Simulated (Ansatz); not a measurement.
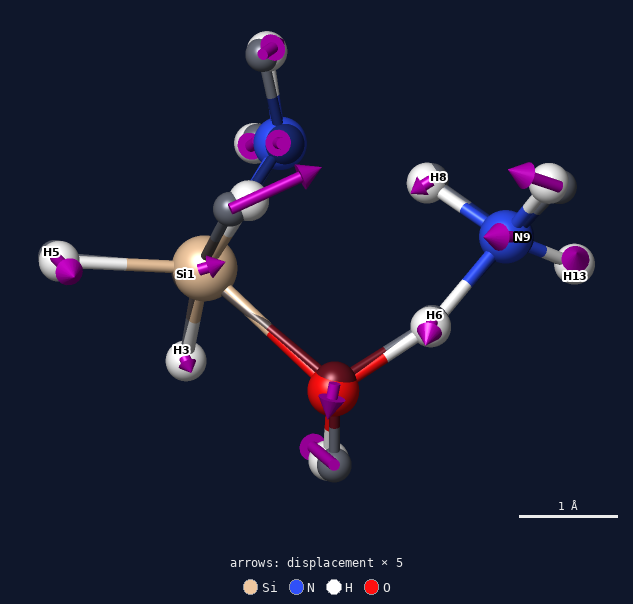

This is a constrained relaxation of SiN₂H₁₀O. The starting structure is drawn faded, the final one solid; purple arrows show the displacements, 5 times their true length. The two geometries are superimposed by the best rigid fit.

Style: ball-and-stick. Shown at a tilt.

The reaction that was planned forms Si1–O7, H6–N9, N2–H8 and breaks Si1–N2, H6–O7, H8–N9 (atoms numbered from 1 in input order).

Method: Ansatz 0.2.0, RKS PBE0-D4/def2-SVP.

Input
```yaml
crystal:
  periodic: [false, false, false]
  atoms:
    - {symbol: Si, position_ang: [0.921900, 1.020500, 0.276800]}
    - {symbol: N, position_ang: [0.873700, -0.710300, 0.757500]}
    - {symbol: H, position_ang: [1.712400, 0.740200, -1.002500]}
    - {symbol: H, position_ang: [-0.093000, 1.425100, 1.324300]}
    - {symbol: H, position_ang: [2.008000, 1.861600, 0.846100]}
    - {symbol: H, position_ang: [-1.157700, 0.156100, -0.699900]}
    - {symbol: O, position_ang: [-0.580400, 1.214100, -0.845800]}
    - {symbol: H, position_ang: [-0.542600, -1.154800, 0.163500]}
    - {symbol: N, position_ang: [-1.473900, -1.038300, -0.366400]}
    - {symbol: H, position_ang: [1.658900, -1.240100, 0.410000]}
    - {symbol: H, position_ang: [0.867900, -0.815000, 1.760200]}
    - {symbol: H, position_ang: [-0.353300, 1.331700, -1.768900]}
    - {symbol: H, position_ang: [-1.578900, -1.705700, -1.118000]}
    - {symbol: H, position_ang: [-2.262900, -1.085100, 0.263200]}
basis:
  gaussian: {orbitals: def2-SVP}
hamiltonian: {xc: pbe0, dispersion: d4}
relax: {f_tol: 0.04, max_steps: 150, escape_saddle: false, constraints: [{distance: [0, 6]}, {distance: [5, 8]}, {distance: [1, 7]}, {distance: [0, 1]}, {distance: [5, 6]}, {distance: [7, 8]}]}
```

Command:
```bash
ansatz run in.yaml --threads 8 --pin off --events-out ev --progress --plain --max-ram 19148MiB
```

> Atoms of which element are displaced furthest, and by how much?

Hydrogen: up to 0.22 Å, against 0.09 Å for nitrogen.

> What happened in the run?

The atom that moves furthest after the best rigid fit is H12 (0.22 Å). Largest moves by element: H 0.22 Å, N 0.09 Å, O 0.08 Å, Si 0.06 Å. Some distances before and after: Si1–H5 1.487 → 1.523 Å, Si1–H3 1.530 → 1.560 Å, Si1–H4 1.514 → 1.544 Å, N2–H10 1.009 → 1.020 Å. Bond angles that change, for instance: H5–Si1–O7 138.8° → 131.3°, Si1–O7–H12 113.4° → 106.3°, N2–Si1–O7 103.7° → 108.4°. After 5 geometry steps the energy has fallen by 9.49 kJ/mol. Largest force component: 0.58 eV/Å at the start, 0.035 eV/Å at the end. Cost: 7 s on 8 threads of Arm Neoverse V1, on a shared host.
